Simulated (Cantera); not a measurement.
A closed system holds: 1 mol AlN, a varied amount of HCl, held at 1402 °C and 25.0 mbar.

Method: chemical equilibrium by Gibbs-energy minimisation in Cantera with the NASA 1993 tables (ideal gas, pure condensed phases). Candidate condensed phases: Al, AlCl3, AlN, NH4Cl; 20 gas species. The tables' values for AlCl2 are old estimates; treat these amounts as uncertain. Rates play no part.

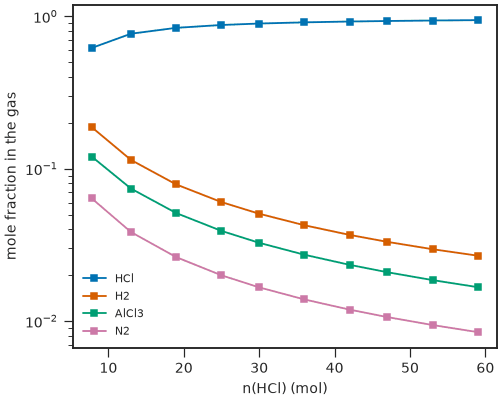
Figure: Equilibrium gas composition (values under 1e-9 drawn at 1e-9)

Task: Read off the mole fractions at 30 mol HCl.

Result: HCl about 0.90, H2 about 0.051, AlCl3 about 0.033, N2 about 0.017.
